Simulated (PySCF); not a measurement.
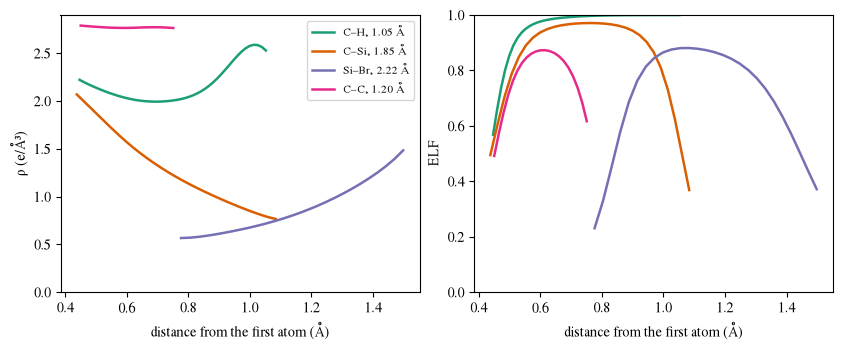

*C3H9BrSi3. Electron density and ELF along straight lines between neighbouring atoms. The curves leave out the atomic cores.*

Geometry: GFN2-xTB.

These are results of PySCF, CAM-B3LYP/def2-SVPD, SCF density, gas phase, not measurements.

Input

```
{"job": {"kind": "uv", "xc": "CAM-B3LYP", "basis": "def2-SVPD", "nstates": 8, "ntriplets": 3}, "charge": 0, "multiplicity": 1}
C      1.935148    -1.373487     1.976712
C      1.705753    -1.091588     0.830653
Si     1.263122    -0.654648    -0.906472
C     -0.386669     0.316428    -0.878894
Si    -0.233206     2.013950    -0.014156
Si    -1.840769    -0.701240    -0.233611
Br    -1.776642    -0.859612     1.978846
H      2.132306    -1.620608     2.980131
H      1.072347    -1.896404    -1.673352
H      2.316302     0.171648    -1.504287
H     -0.625444     0.523671    -1.927860
H     -1.545707     2.670008    -0.038456
H      0.216007     1.832143     1.362395
H      0.724566     2.826937    -0.765629
H     -1.839099    -2.085013    -0.694871
H     -3.125614    -0.063245    -0.502559
```

Launched as:

```sh
OMP_NUM_THREADS=1 python probes_run.py task.json out
```

> What can be read from the curves?

C–H (1.05 Å): ρ is about 2.1 e/Å³ halfway; the ELF climbs to about 1 towards the hydrogen, as it does in any bond to H; an ordinary covalent bond to hydrogen.
C–Si (1.85 Å): the density is about 0.95 e/Å³ at the midpoint; the ELF peaks at about 1 between the atoms (a shared electron pair).
Si–Br (2.22 Å): ρ at the midpoint is about 0.77 e/Å³; the ELF peaks at about 0.90 between the atoms, as expected for a polar covalent bond.
C–C (1.20 Å): ρ is about 2.8 e/Å³ halfway; the ELF peaks at about 0.85 between the atoms: a multiple bond.
